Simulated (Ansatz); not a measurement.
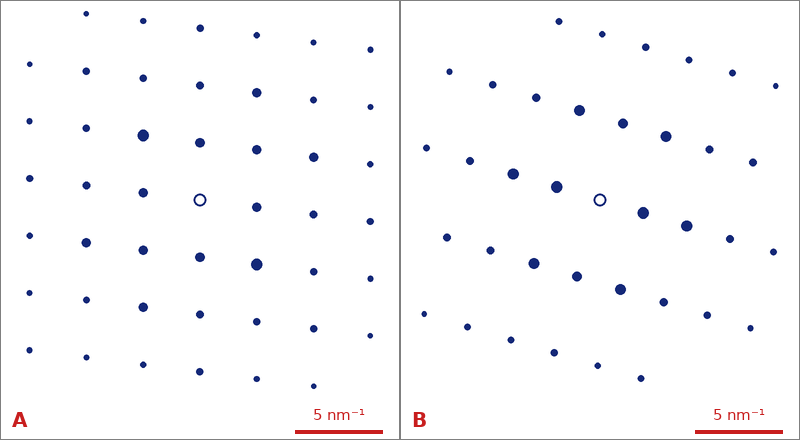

Kinematic electron diffraction patterns (200 kV, B = 0.5 Å², same scale, each along a low-index zone) of two structures of composition Be2Pd, each relaxed at zero pressure with DFT PBE, scalar-relativistic, plane waves, PAW in Ansatz.

The structures (standard cells):
1. P4_2/mnm (No. 136), a = 4.592 Å, c = 4.051 Å, 6 atoms; generated start, possibly hypothetical
2. P4/mmm (No. 123), a = 3.842 Å, c = 2.650 Å, 3 atoms; generated start, possibly hypothetical

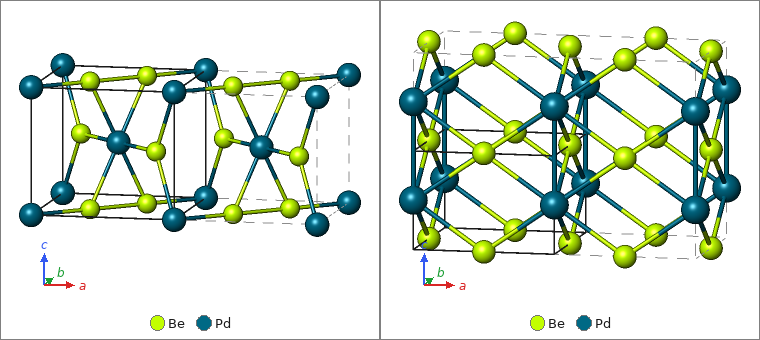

Drawings of the structures 1 to 2, from left to right (each may span several cells).

> Which pattern belongs to which structure, and along which zone?

A is structure 1 along [100] or an equivalent direction: centred rectangular net of 0 1 1 at d = 3.04 Å and 0 -1 1 at d = 3.04 Å, 82.8° apart (some points of this net are extinct or too weak to see). B is structure 2 along [101] or an equivalent direction: rectangular net of 0 1 0 at d = 3.84 Å and 1 0 -1 at d = 2.18 Å, 90.0° apart.

> Which structure lies lowest at this level of theory, and by how much?

Structure 2 (P4/mmm, 13.04 Å³ an atom) is the lowest of these; structure 1 (P4_2/mnm, 14.24 Å³ an atom) lies about 460 meV an atom higher. These are static energies at 0 K; other structures, not shown, may lie lower still.
